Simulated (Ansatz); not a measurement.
# ScAl2Ru2, from a guessed structure to a relaxed one

Starting from a made-up structure for ScAl2Ru2, the aim is the relaxed cell, its shortest contacts and, where a second run follows, its electronic structure.

Main program and level: Ansatz 0.2.0; DFT, PBE, plane-wave PAW, files of the set soft_1, scalar-relativistic, no spin, cell and ions relaxed at zero pressure; PAW set soft_1, in the first sound run; inputs show where later runs differ.

**1. Starting point**

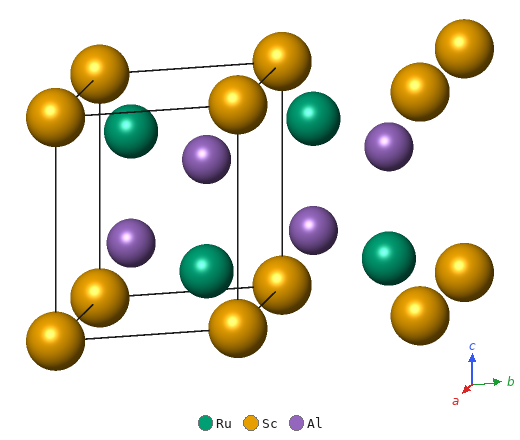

The starting structure, seen slightly off an axis (ruthenium teal, scandium orange, aluminium purple). 1×2×1 cells are drawn. Some periodic images of atoms are drawn too.

**2. Relaxing cell and atoms**

The guessed cell has no reason to be at equilibrium. It is relaxed with the atoms, within the space group of the guess.

input.yaml

```yaml
crystal:
  lattice:
    - [4.309, 0.0, 0.0]
    - [-2.1545, 3.731703465, 0.0]
    - [0.0, 0.0, 5.214]
  atoms:
    - { symbol: Ru, position: [0.666666667, 0.333333333, 0.8542] }
    - { symbol: Ru, position: [0.333333333, 0.666666667, 0.1458] }
    - { symbol: Sc, position: [0.0, 0.0, 0.0] }
    - { symbol: Al, position: [0.666666667, 0.333333333, 0.3547] }
    - { symbol: Al, position: [0.333333333, 0.666666667, 0.6453] }
kpoints:
  mp_grid: { grid: [7, 7, 5] }
scf:
  occupations: { method: fermi_dirac, width: 0.05 }
hamiltonian:
  xc: pbe
  pseudopotentials: { kind: paw, azcp: { folder: soft_1 } }
relax:
  f_tol: 0.015
  max_steps: 70
  cell: {}
output:
  forces: true
  stress: true
```

Run with:

```console
ansatz run input.yaml --threads 4 --pin off --max-ram 8192MiB --backend cpu --events-out ev --progress --plain --runs-dir out
```

Numbers of over 12 decimals in the logs are rounded to 6 here.

The program printed:

```text
Engine: ansatz 0.2.0, aarch64-unknown-linux-gnu
Pseudopotentials: kind: paw
Pseudopotential: Ru, paw, valence charge 16, recommended cutoff 420 eV (normal), soft_1/Ru.paw.azcp
Pseudopotential: Sc, paw, valence charge 11, recommended cutoff 420 eV (normal), soft_1/Sc.paw.azcp
Pseudopotential: Al, paw, valence charge 3, recommended cutoff 420 eV (normal), soft_1/Al.paw.azcp
Functional definition: PBE
  parameter kappa = 0.804
  parameter beta = 0.066725
  exchange = pbe_x(kappa = kappa, mu = beta*pi^2/3)
  correlation = pbe_c(beta = beta)
Crystal: 5 atoms, lattice volume = 83.841 Å³
Basis set: ecut = 420 eV, 1607 PW (Γ), exchange–correlation on 60×60×72 points (8 copies of the dense FFT grid, shifted against one another)
Bands: 30, of which v1, the nominal top of the filled ones, is band 25 counted from 1 (24 counted from 0)
Symmetry: 12 space group operations
Space group: P-3m1 (ITA 164), of the structure as read, at distance tolerance 4.4e-5 Å
k-points: 32 of 245
Non-local potential: Ru, projectors of the file, l = 0: 3, l = 1: 2, l = 2: 2, l = 3: 1
Non-local potential: Sc, projectors of the file, l = 0: 3, l = 1: 2, l = 2: 3, l = 3: 1
Non-local potential: Al, projectors of the file, l = 0: 2, l = 1: 2, l = 2: 1
PAW form: soft (Blöchl's): semilocal exchange-correlation on the pseudo side does not see the compensation charge
PAW one-centre angular grid: Ru, 590 points (default); XC on 64 Gauss nodes
PAW one-centre angular grid: Sc, 590 points (default); XC on 64 Gauss nodes
PAW one-centre angular grid: Al, 110 points (default); XC on 64 Gauss nodes
Initial density: superposition of atomic densities (chi_scale 0.1, normalization cell, long waves kept (reshape's long-wave potential 0.00 eV rms))
Initial wavefunctions: pseudopotential atomic-orbital guess
Functional: x = pbe(κ = 0.804, μ = 0.219515), c = pbe(β = 0.066725)
SCF iter   1: F=—  HF=-14975.137349 eV  |F-HF|=—  |Δ(HF+E_count)|=         —  Δρ=1.88e-1  dr2=5.19e1  ethr=3.10e-3  ⟨swp⟩=6.3  Hψ=3742  notcnv=0
preconditioner: auto → Kerker (q_TF=auto, 2.495 Å⁻¹)  [metal: Δε(μ)=0.022 eV  Ē_g=4.141 eV  σ=0.050 eV  W_gap=0.11  n_scr=22 (ndim 8)  ℏωp=20.3 eV  f_vac=0.000  D(μ)=5.37/eV (n_scr^D=58)]
SCF iter   2: F=—  HF=-14971.062123 eV  |F-HF|=—  |Δ(HF+E_count)|=    4.08e0  Δρ=7.60e-2  dr2=8.93e0  ethr=3.10e-3  ⟨swp⟩=2.5  Hψ=2104  notcnv=0
SCF iter   3: F=—  HF=-14970.139788 eV  |F-HF|=—  |Δ(HF+E_count)|=   9.22e-1  Δρ=1.71e-2  dr2=5.60e-1  ethr=3.10e-3  ⟨swp⟩=3.0  Hψ=1869  notcnv=0
SCF iter   4: F=—  HF=-14970.041965 eV  |F-HF|=—  |Δ(HF+E_count)|=   9.78e-2  Δρ=5.55e-3  dr2=2.26e-2  ethr=1.14e-3  ⟨swp⟩=3.2  Hψ=1716  notcnv=0  defer=2
SCF iter   5: F=—  HF=-14970.038828 eV  |F-HF|=—  |Δ(HF+E_count)|=   3.14e-3  Δρ=1.56e-3  dr2=3.92e-3  ethr=4.61e-5  ⟨swp⟩=2.2  Hψ=1716  notcnv=0  defer=2
SCF iter   6: F=—  HF=-14970.038633 eV  |F-HF|=—  |Δ(HF+E_count)|=   1.95e-4  Δρ=6.41e-4  dr2=7.60e-4  ethr=8.01e-6  ⟨swp⟩=1.1  Hψ=961  notcnv=0  defer=2
SCF iter   7: F=—  HF=-14970.038627 eV  |F-HF|=—  |Δ(HF+E_count)|=   6.04e-6  Δρ=2.00e-4  dr2=7.58e-5  ethr=1.55e-6  ⟨swp⟩=2.3  Hψ=1231  notcnv=0  defer=2
SCF iter   8: F=—  HF=-14970.038622 eV  |F-HF|=—  |Δ(HF+E_count)|=   5.17e-6  Δρ=3.63e-5  dr2=1.28e-6  ethr=1.55e-7  ⟨swp⟩=2.0  Hψ=1323  notcnv=0  defer=2
SCF iter   9: F=-14970.038622 eV  HF=-14970.038622 eV  |F-HF|=1.60e-10  |Δ(HF+E_count)|=   3.39e-9  Δρ=6.31e-6  dr2=2.67e-8  ethr=2.04e-10  ⟨swp⟩=3.0  Hψ=3881  notcnv=0
SCF 1 converged in 9 iterations: F = -14970.038622 eV  dr2 = 2.67e-8
  greatest PAW one-centre occupation: 1.000 electrons in one spin orbital (limit 2), on the Ru atom at site 1 (counted from 0), in its partial waves of l = 0
relax step   1: F+E_penalty+E_count = -14970.03862192 eV  Δ(F+E_penalty+E_count) = +0.000e0 eV  max|allowed force component| = 1.132e0 eV/Å  Δτ_max = 0.0000 Å  P = +1.779 GPa  Ω = 83.841 Å³  (9 SCF iters, dr2 threshold 1.00e-7 eV, accepted)
Crystal: 5 atoms, lattice volume = 85.217 Å³
Basis set: ecut = 420 eV, 1691 PW (Γ), exchange–correlation on 60×60×72 points (8 copies of the dense FFT grid, shifted against one another)
Initial density: handed on by an earlier stage of this run
Initial wavefunctions: those handed on with the density
iter 1 solved again at ethr=2.42e-4 eV; its pass at ethr=3.10e-3 eV (dr2=1.18e-1 eV) is discarded
SCF iter   1: F=—  HF=-14970.207462 eV  |F-HF|=—  |Δ(HF+E_count)|=         —  Δρ=1.14e-2  dr2=1.20e-1  ethr=2.42e-4  ⟨swp⟩=1.0  Hψ=4878  notcnv=0
preconditioner: auto → Kerker (q_TF=auto, 2.488 Å⁻¹)  [metal: Δε(μ)=0.116 eV  Ē_g=4.601 eV  σ=0.050 eV  W_gap=0.47  n_scr=22 (ndim 8)  ℏωp=20.1 eV  f_vac=0.001  D(μ)=2.59/eV (n_scr^D=20)]
SCF iter   2: F=—  HF=-14970.189707 eV  |F-HF|=—  |Δ(HF+E_count)|=   1.78e-2  Δρ=6.24e-3  dr2=3.69e-2  ethr=2.42e-4  ⟨swp⟩=2.0  Hψ=1116  notcnv=0
SCF iter   3: F=—  HF=-14970.182016 eV  |F-HF|=—  |Δ(HF+E_count)|=   7.69e-3  Δρ=9.75e-4  dr2=1.37e-3  ethr=7.54e-5  ⟨swp⟩=2.2  Hψ=1495  notcnv=0
SCF iter   4: F=—  HF=-14970.181788 eV  |F-HF|=—  |Δ(HF+E_count)|=   2.28e-4  Δρ=2.27e-4  dr2=9.55e-5  ethr=2.80e-6  ⟨swp⟩=2.1  Hψ=1302  notcnv=0
SCF iter   5: F=—  HF=-14970.181755 eV  |F-HF|=—  |Δ(HF+E_count)|=   3.29e-5  Δρ=8.01e-5  dr2=9.29e-6  ethr=1.95e-7  ⟨swp⟩=2.0  Hψ=1288  notcnv=0
SCF iter   6: F=—  HF=-14970.181755 eV  |F-HF|=—  |Δ(HF+E_count)|=   4.82e-7  Δρ=3.06e-5  dr2=1.68e-6  ethr=1.90e-8  ⟨swp⟩=2.4  Hψ=1631  notcnv=0
SCF iter   7: F=-14970.181755 eV  HF=-14970.181755 eV  |F-HF|=2.48e-8  |Δ(HF+E_count)|=   1.00e-7  Δρ=1.11e-5  dr2=1.74e-7  ethr=1.02e-9  ⟨swp⟩=4.0  Hψ=3000  notcnv=0
SCF 2 converged in 7 iterations: F = -14970.181755 eV  dr2 = 1.74e-7
relax step   2: F+E_penalty+E_count = -14970.18175492 eV  Δ(F+E_penalty+E_count) = -1.431e-1 eV  max|allowed force component| = 2.403e-1 eV/Å  Δτ_max = 0.1003 Å  P = -1.002 GPa  Ω = 85.217 Å³  energy of the carried Pulay correction = -6.668e-4 eV  (7 SCF iters, dr2 threshold 5.00e-7 eV, accepted)
Crystal: 5 atoms, lattice volume = 84.356 Å³
iter 1 solved again at ethr=3.73e-5 eV; its pass at ethr=3.10e-3 eV (dr2=1.83e-2 eV) is discarded
SCF iter   1: F=—  HF=-14970.194821 eV  |F-HF|=—  |Δ(HF+E_count)|=         —  Δρ=3.07e-3  dr2=1.81e-2  ethr=3.73e-5  ⟨swp⟩=1.0  Hψ=4653  notcnv=0
preconditioner: auto → Kerker (q_TF=auto, 2.492 Å⁻¹)  [metal: Δε(μ)=0.030 eV  Ē_g=4.562 eV  σ=0.050 eV  W_gap=0.15  n_scr=22 (ndim 8)  ℏωp=20.2 eV  f_vac=0.000  D(μ)=2.57/eV (n_scr^D=20)]
SCF iter   2: F=—  HF=-14970.191963 eV  |F-HF|=—  |Δ(HF+E_count)|=   2.86e-3  Δρ=1.58e-3  dr2=5.24e-3  ethr=3.69e-5  ⟨swp⟩=1.0  Hψ=960  notcnv=0
SCF iter   3: F=—  HF=-14970.190888 eV  |F-HF|=—  |Δ(HF+E_count)|=   1.07e-3  Δρ=2.20e-4  dr2=3.31e-5  ethr=1.07e-5  ⟨swp⟩=2.0  Hψ=1339  notcnv=0
SCF iter   4: F=—  HF=-14970.190879 eV  |F-HF|=—  |Δ(HF+E_count)|=   9.36e-6  Δρ=6.38e-5  dr2=7.99e-6  ethr=6.76e-8  ⟨swp⟩=2.7  Hψ=1695  notcnv=0
SCF iter   5: F=—  HF=-14970.190878 eV  |F-HF|=—  |Δ(HF+E_count)|=   1.07e-6  Δρ=2.25e-5  dr2=1.08e-6  ethr=1.63e-8  ⟨swp⟩=2.2  Hψ=1239  notcnv=0
SCF iter   6: F=-14970.190878 eV  HF=-14970.190878 eV  |F-HF|=3.19e-8  |Δ(HF+E_count)|=   1.07e-7  Δρ=9.75e-6  dr2=1.37e-7  ethr=1.02e-9  ⟨swp⟩=4.0  Hψ=3060  notcnv=0
SCF 3 converged in 6 iterations: F = -14970.190878 eV  dr2 = 1.37e-7
relax step   3: F+E_penalty+E_count = -14970.19087779 eV  Δ(F+E_penalty+E_count) = -9.123e-3 eV  max|allowed force component| = 4.488e-2 eV/Å  Δτ_max = 0.0298 Å  P = +0.446 GPa  Ω = 84.356 Å³  energy of the carried Pulay correction = -2.508e-4 eV  (6 SCF iters, dr2 threshold 5.00e-7 eV, accepted)
Crystal: 5 atoms, lattice volume = 84.635 Å³
iter 1 solved again at ethr=1.53e-6 eV; its pass at ethr=3.10e-3 eV (dr2=7.49e-4 eV) is discarded
SCF iter   1: F=—  HF=-14970.191638 eV  |F-HF|=—  |Δ(HF+E_count)|=         —  Δρ=7.17e-4  dr2=8.01e-4  ethr=1.53e-6  ⟨swp⟩=2.3  Hψ=4067  notcnv=0
preconditioner: auto → Kerker (q_TF=auto, 2.491 Å⁻¹)  [metal: Δε(μ)=0.039 eV  Ē_g=4.557 eV  σ=0.050 eV  W_gap=0.19  n_scr=22 (ndim 8)  ℏωp=20.2 eV  f_vac=0.001  D(μ)=2.54/eV (n_scr^D=20)]
SCF iter   2: F=—  HF=-14970.191522 eV  |F-HF|=—  |Δ(HF+E_count)|=   1.16e-4  Δρ=3.62e-4  dr2=2.10e-4  ethr=1.53e-6  ⟨swp⟩=1.0  Hψ=960  notcnv=0
SCF iter   3: F=—  HF=-14970.191479 eV  |F-HF|=—  |Δ(HF+E_count)|=   4.26e-5  Δρ=5.35e-5  dr2=2.67e-6  ethr=4.29e-7  ⟨swp⟩=2.0  Hψ=1324  notcnv=0
iter 4 did not close the SCF: its close was put off for the readings that it lacked (scf_convergence_deferred on its scf_iter line)
SCF iter   4: F=-14970.191479 eV  HF=-14970.191479 eV  |F-HF|=9.97e-9  |Δ(HF+E_count)|=   1.62e-7  Δρ=1.60e-5  dr2=2.25e-7  ethr=5.44e-9  ⟨swp⟩=2.1  Hψ=1328  notcnv=0
iter 5 did not close the SCF: its close was put off for the readings that it lacked (scf_convergence_deferred on its scf_iter line)
SCF iter   5: F=-14970.191479 eV  HF=-14970.191479 eV  |F-HF|=3.65e-9  |Δ(HF+E_count)|=   2.72e-8  Δρ=4.56e-6  dr2=3.05e-8  ethr=4.59e-10  ⟨swp⟩=2.6  Hψ=1448  notcnv=0
SCF iter   6: F=-14970.191479 eV  HF=-14970.191479 eV  |F-HF|=1.78e-9  |Δ(HF+E_count)|=   6.54e-9  Δρ=1.79e-6  dr2=6.14e-9  ethr=6.23e-11  ⟨swp⟩=1.9  Hψ=2543  notcnv=0
SCF 4 converged in 6 iterations: F = -14970.191479 eV  dr2 = 6.14e-9
relax step   4: F+E_penalty+E_count = -14970.19147899 eV  Δ(F+E_penalty+E_count) = -6.012e-4 eV  max|allowed force component| = 1.268e-2 eV/Å  Δτ_max = 0.0071 Å  P = +0.047 GPa  Ω = 84.635 Å³  energy of the carried Pulay correction = -3.860e-4 eV  (6 SCF iters, dr2 threshold 5.00e-7 eV, accepted)
Crystal: 5 atoms, lattice volume = 84.672 Å³
iter 1 solved again at ethr=1.47e-7 eV; its pass at ethr=3.10e-3 eV (dr2=7.20e-5 eV) is discarded
SCF iter   1: F=—  HF=-14970.191513 eV  |F-HF|=—  |Δ(HF+E_count)|=         —  Δρ=2.63e-4  dr2=7.15e-5  ethr=1.47e-7  ⟨swp⟩=2.0  Hψ=4514  notcnv=0
preconditioner: auto → Kerker (q_TF=auto, 2.491 Å⁻¹)  [metal: Δε(μ)=0.039 eV  Ē_g=4.553 eV  σ=0.050 eV  W_gap=0.19  n_scr=22 (ndim 8)  ℏωp=20.2 eV  f_vac=0.000  D(μ)=2.55/eV (n_scr^D=20)]
SCF iter   2: F=—  HF=-14970.191512 eV  |F-HF|=—  |Δ(HF+E_count)|=   3.04e-7  Δρ=1.36e-4  dr2=1.68e-5  ethr=1.46e-7  ⟨swp⟩=1.1  Hψ=962  notcnv=0
SCF iter   3: F=—  HF=-14970.191505 eV  |F-HF|=—  |Δ(HF+E_count)|=   6.82e-6  Δρ=2.77e-5  dr2=8.79e-7  ethr=3.43e-8  ⟨swp⟩=2.0  Hψ=1282  notcnv=0
SCF iter   4: F=—  HF=-14970.191505 eV  |F-HF|=—  |Δ(HF+E_count)|=   1.69e-7  Δρ=6.67e-6  dr2=5.11e-8  ethr=1.79e-9  ⟨swp⟩=2.0  Hψ=1265  notcnv=0
iter 5 did not close the SCF: its close was put off for the readings that it lacked (scf_convergence_deferred on its scf_iter line)
SCF iter   5: F=-14970.191505 eV  HF=-14970.191505 eV  |F-HF|=1.87e-9  |Δ(HF+E_count)|=   5.30e-9  Δρ=2.00e-6  dr2=5.34e-9  ethr=1.04e-10  ⟨swp⟩=2.0  Hψ=1536  notcnv=0
SCF iter   6: F=-14970.191505 eV  HF=-14970.191505 eV  |F-HF|=1.64e-10  |Δ(HF+E_count)|=  2.18e-11  Δρ=6.12e-7  dr2=7.78e-10  ethr=1.09e-11  ⟨swp⟩=1.8  Hψ=2928  notcnv=0
SCF 5 converged in 6 iterations: F = -14970.191505 eV  dr2 = 7.78e-10
relax step   5: F+E_penalty+E_count = -14970.19150524 eV  Δ(F+E_penalty+E_count) = -2.624e-5 eV  max|allowed force component| = 2.147e-4 eV/Å  Δτ_max = 0.0018 Å  P = +0.000 GPa  Ω = 84.672 Å³  energy of the carried Pulay correction = -4.041e-4 eV  (6 SCF iters, dr2 threshold 1.98e-8 eV, accepted)
Initial wavefunctions: pseudopotential atomic-orbital guess (no wavefunctions were taken with the density)
iter 1 solved again at ethr=1.75e-7 eV; its pass at ethr=3.10e-3 eV (dr2=8.56e-5 eV) is discarded
SCF iter   1: F=—  HF=-14970.191926 eV  |F-HF|=—  |Δ(HF+E_count)|=         —  Δρ=1.32e-4  dr2=4.66e-7  ethr=1.75e-7  ⟨swp⟩=3.5  Hψ=6234  notcnv=0
preconditioner: auto → Kerker (q_TF=auto, 2.491 Å⁻¹)  [metal: Δε(μ)=0.038 eV  Ē_g=4.551 eV  σ=0.050 eV  W_gap=0.19  n_scr=22 (ndim 8)  ℏωp=20.2 eV  f_vac=0.001  D(μ)=2.55/eV (n_scr^D=20)]
SCF iter   2: F=—  HF=-14970.191976 eV  |F-HF|=—  |Δ(HF+E_count)|=   5.02e-5  Δρ=6.70e-5  dr2=1.12e-7  ethr=9.52e-10  ⟨swp⟩=2.0  Hψ=1446  notcnv=0
SCF iter   3: F=—  HF=-14970.191991 eV  |F-HF|=—  |Δ(HF+E_count)|=   1.45e-5  Δρ=2.60e-6  dr2=5.96e-10  ethr=2.28e-10  ⟨swp⟩=2.0  Hψ=1342  notcnv=0
SCF iter   4: F=—  HF=-14970.191991 eV  |F-HF|=—  |Δ(HF+E_count)|=   1.73e-8  Δρ=4.50e-7  dr2=1.20e-10  ethr=1.22e-12  ⟨swp⟩=2.1  Hψ=1618  notcnv=0
iter 5 did not close the SCF: its close was put off for the readings that it lacked (scf_convergence_deferred on its scf_iter line)
SCF iter   5: F=-14970.191991 eV  HF=-14970.191991 eV  |F-HF|=0.00e0  |Δ(HF+E_count)|=  4.91e-11  Δρ=9.21e-8  dr2=1.42e-11  ethr=1.00e-12  ⟨swp⟩=1.0  Hψ=960  notcnv=0
SCF iter   6: F=-14970.191991 eV  HF=-14970.191991 eV  |F-HF|=3.64e-12  |Δ(HF+E_count)|=  7.28e-12  Δρ=3.96e-8  dr2=2.79e-12  ethr=1.00e-12  ⟨swp⟩=2.8  Hψ=2944  notcnv=0
SCF 6 converged in 6 iterations: F = -14970.191991 eV  dr2 = 2.79e-12
relax step   6: F+E_penalty+E_count = -14970.19199052 eV  Δ(F+E_penalty+E_count) = -4.853e-4 eV  max|allowed force component| = 1.859e-4 eV/Å  Δτ_max = 0.0000 Å  P = -0.000 GPa  Ω = 84.672 Å³  stress off target by 2.14e-2 GPa  SCF on the basis re-selected at this cell (its energy is not comparable with the rows above)  (6 SCF iters)
basis re-selected at this cell: Δ(F+E_penalty+E_count) = -4.853e-4 eV, ΔP = -0.000 GPa vs the last step (what re-selecting the basis moved, of the pressure what is left beyond the Pulay correction that the steps carried, after the strain that the cell walked since its last selection, with what the two solves' SCF thresholds leave and, on support functions, any second-order correction that the steps lacked; it is no m [...]
SCF converged after 6 iterations
Free energy (F): -14970.191991 eV
Harris-Foulkes:  -14970.191991 eV  (|F-HF|=3.64e-12)
Internal energy: -14970.170640 eV  (E = F + TS)
E sigma→0 (E₀):  -14970.181315 eV
Entropy (-TS):   -0.021351 eV (-4.270 meV/atom)
Fermi energy:    12.445862 eV
--- Per-component energies (eV) ---
  E_band       = -502.585655
  E_kinetic    = 1180.471600
  E_local      = -5420.367669  (includes V_loc(G=0)·N_el)
  E_nonlocal   = 997.098281
  E_hartree    = 2046.807087
  E_xc         = -501.963921
  E_vxc        = -594.729969  (∫ρ·V_xc dr)
  E_paw        = -8936.808028  (= ΣΔE_a)
  E_vpaw       = -758.673452  (= ΣTr[D̂ρ^β])
  E_aug_tail   = 0.001362  (compensation charges beyond the density's cutoff)
  E_ewald      = -4335.409351
  E_smearing   = -0.021351  (= −TS)
  E_closure    = 0.000000  (closes the sum)
  Σ components = -14970.191991   (vs F -14970.191991, Δ=0.00e0)
--- Forces (eV/Å), atoms counted from 1 ---
  atom   1  Ru    -0.00000000     0.00000000     0.00018594
  atom   2  Ru     0.00000000    -0.00000000    -0.00018594
  atom   3  Sc    -0.00000000    -0.00000000     0.00000000
  atom   4  Al     0.00000000     0.00000000     0.00011894
  atom   5  Al     0.00000000    -0.00000000    -0.00011894
  max |Σ_I F_I| component: 2.31e-17 eV/Å
--- Stress (GPa, compression-positive) ---
        0.010377      -0.000000      -0.000000
       -0.000000       0.010377       0.000000
       -0.000000       0.000000      -0.021396
  P = ⅓ Tr σ = -0.0002 GPa (-0.002 kbar)
--- Relaxed structure (5 steps of the walk, 5 accepted, 1 SCFs on fresh bases) ---
  F+E_penalty+E_count = -14970.19199052 eV   max|allowed force component| = 1.859e-4 eV/Å   (the final SCF, on the basis selected at the relaxed cell)
  cell:  # Å, volume = 84.6720 Å³
    - [4.377755, 0, -2.6795086797104128e-18]
    - [-2.188878, 3.791247, 1.3397543398552197e-18]
    - [-3.2422739048123177e-18, 0, 5.101601]
  atoms:
    - { symbol: Ru, position: [0.666667, 0.333333, 0.832331] }
    - { symbol: Ru, position: [0.333333, 0.666667, 0.167669] }
    - { symbol: Sc, position: [0, 0, -2.5784631643306967e-19] }
    - { symbol: Al, position: [0.666667, 0.333333, 0.343429] }
    - { symbol: Al, position: [0.333333, 0.666667, 0.656571] }
```

Wall time 13 s (4 threads of Arm Neoverse N1, shared host); peak memory 0.52 GiB; 44 s of CPU time.

Relaxation path:

| step | energy less that of the first step (eV) | largest force component (eV/Å) | pressure (GPa) | volume (Å³) |
| --- | --- | --- | --- | --- |
| 1 | 0.0000 | 1.1317 | 1.78 | 83.84 |
| 2 | -0.1431 | 0.2403 | -1.00 | 85.22 |
| 3 | -0.1523 | 0.0449 | 0.45 | 84.36 |
| 4 | -0.1529 | 0.0127 | 0.05 | 84.63 |
| 5 | -0.1529 | 0.0002 | 0.00 | 84.67 |
| 6* | -0.1534 | 0.0002 | 0.00 | 84.67 |

Relaxation steps marked * repeat the geometry before them on a plane-wave basis chosen anew for their cell, so energy and pressure can jump there.

Forces are held to the 12 operations that the run works with; a distortion that breaks them can't arise in this run.

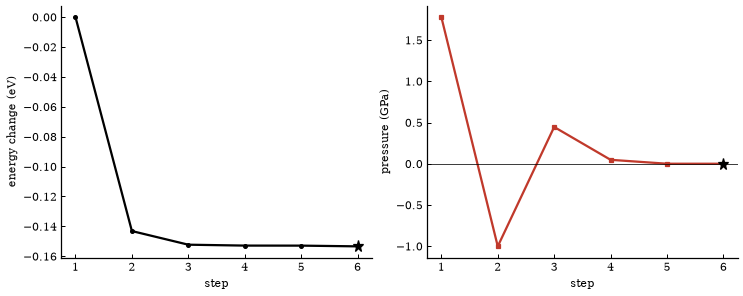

Energy and pressure along the relaxation. Stars mark steps on a basis chosen anew.

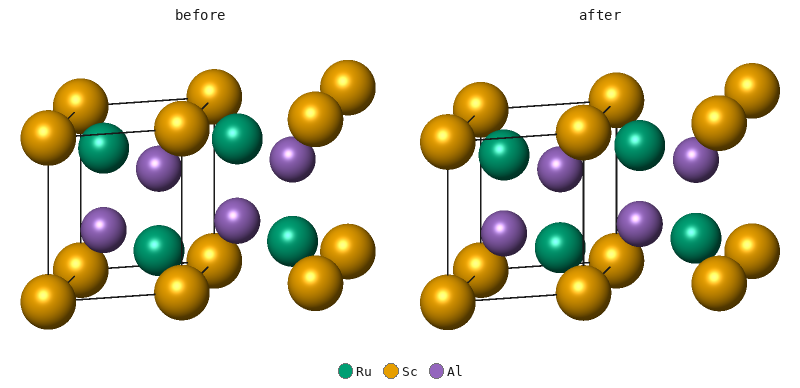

The structure before and after the relaxation, drawn at the same scale.

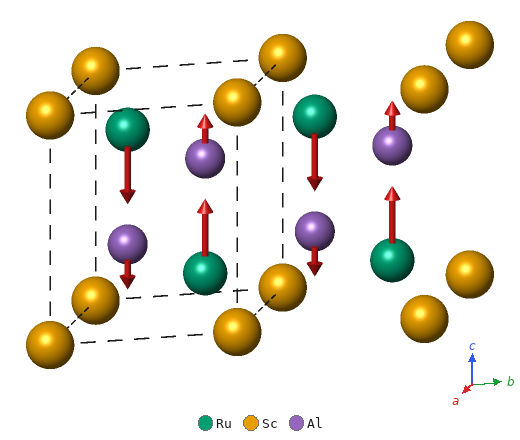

Displacements in the relaxation, exaggerated, measured against the changing cell; the longest in the cell stands for 0.11 Å. 1×2×1 cells are drawn. Some periodic images of atoms are drawn too.

| conventional cell, symmetrised | before | after | change |
| --- | --- | --- | --- |
| a (Å) | 4.309 | 4.378 | +1.6 % |
| b (Å) | 4.309 | 4.378 | +1.6 % |
| c (Å) | 5.214 | 5.102 | -2.2 % |
| volume (Å³/atom) | 16.77 | 16.93 | +1.0 % |

The atoms that moved most (Å, as changes of fractional coordinates times the final cell):

| atom | dx | dy | dz | length |
| --- | --- | --- | --- | --- |
| Ru2 | 0.000 | 0.000 | 0.112 | 0.112 |
| Ru1 | 0.000 | 0.000 | -0.112 | 0.112 |
| Al4 | 0.000 | 0.000 | -0.058 | 0.058 |
| Al5 | 0.000 | 0.000 | 0.058 | 0.058 |

This step gave:

* free energy: -14970.1920 eV
* energy at zero smearing: -14970.1813 eV
* smearing term TS: 0.02135 eV
* Fermi energy: 12.45 eV
* electrons: 49
* symmetry operations: 12
* pressure: -2.14e-4 GPa

Shortest distances by pair of elements, guess and relaxed (not always the same contact):

| pair | guess (Å) | relaxed (Å) |
| --- | --- | --- |
| Al–Ru | 2.604 | 2.494 |
| Ru–Sc | 2.601 | 2.668 |
| Al–Al | 2.913 | 2.990 |
| Ru–Ru | 2.916 | 3.052 |
| Al–Sc | 3.100 | 3.075 |

The relaxation ends with a largest force component of 1.9e-4 eV/Å and a pressure of 0.00 GPa.

(Part 1 of 2 ends here.)

[Logs are printed without paths, hosts, clocks, repeated set-up lines and the standing remarks that a program may print on its own settings, such as how far it seeks lower states.]

[Hosts, paths, dates, database ids (printed as entryN), source tags and the programs' standing remarks are cut or masked in the printed files.]
